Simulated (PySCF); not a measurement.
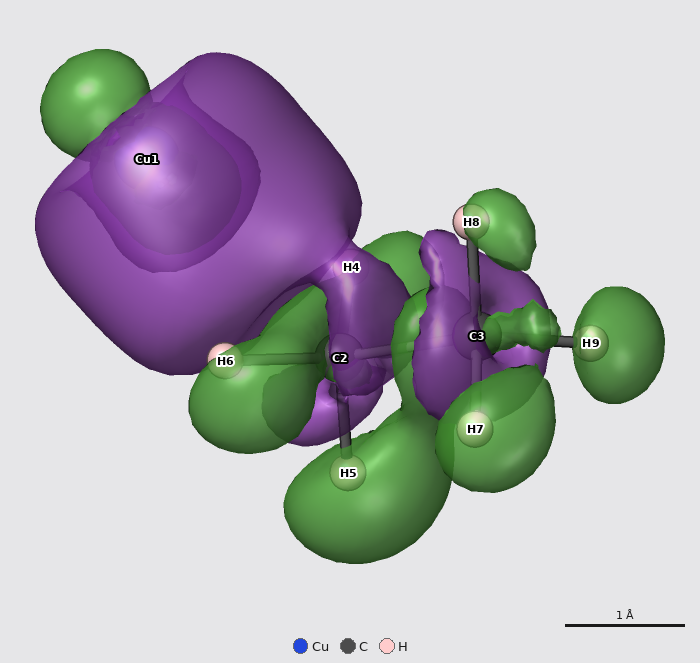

C$_{2}$H$_{6}$Cu, charge +1, SMILES `[Cu+].CC`. Density of the complex less the densities of the two fragments at the same geometry, ±0.015 e/Å³ (purple: gain, green: loss). Fragment A: Cu(+1) (atom 1); fragment B: H6C2.

PySCF calculation, PBE0/def2-TZVP, gas phase; geometry: GFN2-xTB. GFN2-xTB bond lengths at metals and heavier atoms can be off by up to 0.1 Å and shapes distorted, which carries into these values.

Coordinates in Å:

```
Cu1     -1.0809    0.0721    0.0000
C2       1.1624   -0.6194    0.0011
C3       2.3067    0.3963    0.0011
H4       0.5860   -0.5221   -0.9600
H5       1.5560   -1.6347   -0.0029
H6       0.5898   -0.5275    0.9547
H7       2.9325    0.2554    0.8734
H8       1.9372    1.4168    0.0044
H9       2.9291    0.2603   -0.8834
```

Question: How is the density rearranged on binding?

Answer: Hirshfeld charges show 0.138 e passing from B to A. By Hirshfeld charges, electrons gather most on Cu1 (−0.138 e) and leave H5 most (+0.055 e); 0.41 e is displaced in all.

Question: What is the interaction energy, and which contacts carry it?

Answer: The counterpoise-corrected interaction energy of the frozen fragments is −26.6 kcal/mol without dispersion correction and −28.0 kcal/mol with D3(BJ). D3 uses neutral-atom coefficients and tends to overbind metal cations. The pair geometry is semi-empirical, not a minimum at this level. Contacts: Cu1···C2, 2.35 Å, ρ = 0.045 a.u., a bond path close to vanishing (ellipticity 7.8). The pose is a local one from a semi-empirical search, not shown to be the most stable.

Cost of the run: 83 s on 1 thread of Intel(R) Xeon(R) Processor @ 2.50GHz (Skylake/Cascade Lake) (shared host), peak memory 0.63 GiB.
